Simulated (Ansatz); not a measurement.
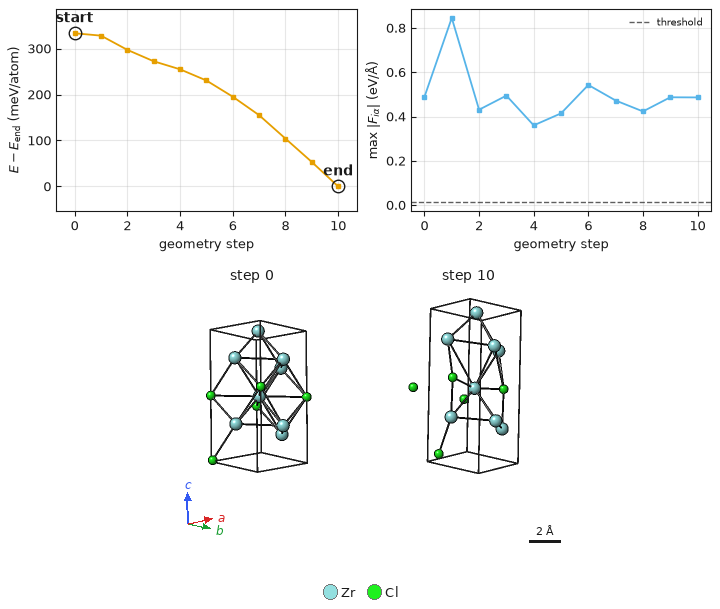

First and last geometry of a relaxation of solid Zr3Cl (built on the Cu3Au (L1_2)_221 type) (coarse preliminary run), with the history of the run. Style: ball-and-stick. Shown: the cell of the calculation, from a free direction.

The calculation used DFT PBE, scalar-relativistic, plane waves, PAW (Ansatz). Set-up: plane-wave cutoff 420 eV; k-point mesh 6 × 6 × 4; occupations gaussian; smearing width 0.1 eV; no spin polarisation; cell and atoms relaxed; force threshold 0.015 eV/Å; at most 120 steps.

> Did the run converge, and what did it change?

The run was cut off at its time limit before the relaxation converged, so the last structure is only a point on the way. A Cl atom moves most relative to the cell: 1.33 Å along −a. Largest moves by element: Cl 1.33 Å, Zr 0.30 Å. The drawn cell changes as follows: a 4.385 → 3.469 Å (−20.9 %), b 4.448 → 5.009 Å (+12.6 %), c 8.986 → 10.360 Å (+15.3 %), α 90.8° → 90.6°, β 90.3° → 84.8°, γ 87.1° → 88.0°; the volume changes by +2.3 %. Near-neighbour distances that change, for instance: Cl–Zr 3.133 → 4.145 Å, Cl–Zr 3.218 → 4.173 Å, Cl–Zr 3.164 → 4.115 Å, Cl–Zr 3.264 → 4.208 Å. Bond angles that change, for instance: Zr–Cl–Zr 91.7° → 165.9°, Zr–Cl–Zr 92.4° → 159.3°, Zr–Cl–Zr 59.4° → 95.6°. The space group stays P1 (No. 1). The energy falls by 333 meV per atom in 10 geometry steps. Largest force component: 0.49 eV/Å at the start, 0.49 eV/Å at the end. Pressure: −0.84 GPa at the start and −0.28 GPa at the end. Cost: 17 min on 1 thread of Arm Neoverse V1, on a shared host, peak memory 0.76 GiB.

| step | E − E(0), meV/atom | largest force component, eV/Å | pressure, GPa | volume, Å³/atom |
| --- | --- | --- | --- | --- |
| 0 | 0.00 | 0.4888 | -0.84 | 21.879 |
| 1 | -5.17 | 0.8453 | 1.05 | 21.321 |
| 2 | -36.09 | 0.4308 | 0.50 | 21.495 |
| 3 | -60.94 | 0.4945 | 0.72 | 21.608 |
| 4 | -78.42 | 0.3601 | 0.65 | 21.799 |
| 5 | -102.76 | 0.4143 | 0.79 | 22.023 |
| 6 | -138.01 | 0.5426 | 0.10 | 22.327 |
| 7 | -178.23 | 0.4724 | -0.39 | 22.532 |
| 8 | -229.19 | 0.4231 | -0.55 | 22.586 |
| 9 | -280.12 | 0.4869 | -0.63 | 22.573 |
| 10 | -333.32 | 0.4863 | -0.28 | 22.393 |
